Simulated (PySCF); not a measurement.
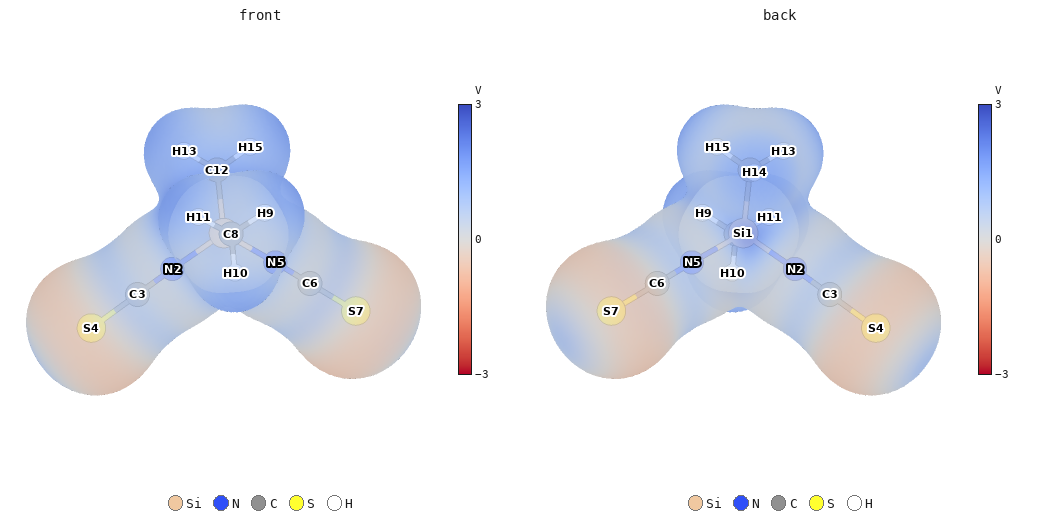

Figure 1: C₄H₆N₂S₂Si. The molecular electrostatic potential painted on the density surface at 0.004 e/bohr³, seen from the front and from behind; the colour scale runs from red (negative) to blue (positive).

Geometry: PBE0-D3(BJ)/def2-SVP.

Theory: PySCF 2.14.0, PBE0/pcSseg-1, SCF density, gas phase, non-relativistic.

```xyz
15

Si   -0.1086   -0.0075   -0.0690
N    -0.0396   -0.0312    1.6614
C     0.0416   -0.0424    2.8532
S     0.1419   -0.0575    4.4239
N     1.5338    0.0346   -0.6182
C     2.6769    0.0641   -0.9639
S     4.1804    0.1025   -1.4284
C    -0.9617    1.5476   -0.6152
H    -0.9819    1.6115   -1.7141
H    -0.4362    2.4321   -0.2253
H    -1.9985    1.5701   -0.2459
C    -0.8971   -1.5795   -0.6610
H    -1.9320   -1.6554   -0.2932
H    -0.3360   -2.4537   -0.2988
H    -0.9158   -1.6113   -1.7613
```

Describe the electrostatic potential map.

Answer. The most negative region (about −0.5 V, or −12 kcal/mol for a unit charge) lies over S4 and S7, the most positive (about +2.2 V, or +51 kcal/mol for a unit charge) over Si1.

How polar is the molecule by this calculation?

Answer. Its dipole moment is 3.61 D.
